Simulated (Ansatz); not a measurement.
**Swapping H for Cl on Si: the atomisation energy**

On one Si centre that keeps F, n of the H ligands are replaced by Cl. The atomisation energy (no zero-point term) y in kJ/mol at CCSD(T)/CBS estimate. Shapes, held fixed at every level: PBE0-D4/def2-TZVP. Programs: Ansatz 0.2.0.

| molecule | n | y (kJ/mol) |
| --- | --- | --- |
| SiH3F | 0 | 1603 |
| SiH2ClF | 1 | ? |
| SiHCl2F | 2 | 1751 |
| SiCl3F | 3 | 1813 |

Q: Fit y = c + s·n to the known rows and predict SiH2ClF.

A: 
1. Means of the 3 rows: n = 1.66667, y = 1722.3.
2. Σ(Δn)² = 4.6667, Σ(Δn·Δy) = 329.33, so the slope is 329.33/4.6667 = 70.57.
3. Intercept: 1722.3 − (70.57) × 1.66667 = 1604.7. The largest residual of the fit is 5.2.
4. SiH2ClF: 1604.7 + (70.57) × 1 = 1675 kJ/mol.

The run gave 1679 kJ/mol, so the prediction is off by -4 kJ/mol, within the scatter of the fit. The step per swap changes from +76 to +62 kJ/mol along the series, so a line misses the bend: the ligands act on one another. The slope is only an average step. Other levels give for SiH2ClF: HF/def2-TZVPP 1278; B2PLYP/def2-TZVPP 1646; MP2/def2-TZVPP 1668 kJ/mol. Spin-orbit coupling of the free atoms (H 0, Cl 4 kJ/mol each; the atoms kept shift only the intercept) is left out. The CBS estimate extrapolates MP2 from def2-TZVPP and def2-QZVPP and adds CCSD(T) − MP2 in the triple-zeta set, cores frozen.

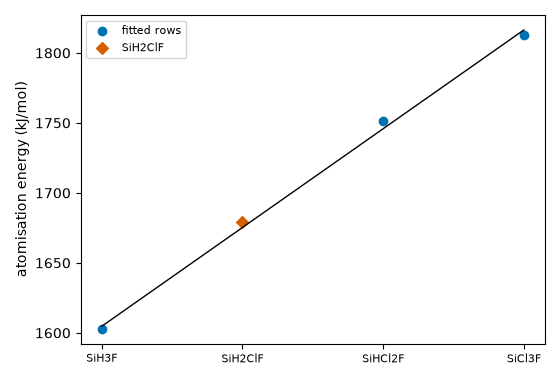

The fitted line, with the withheld member.
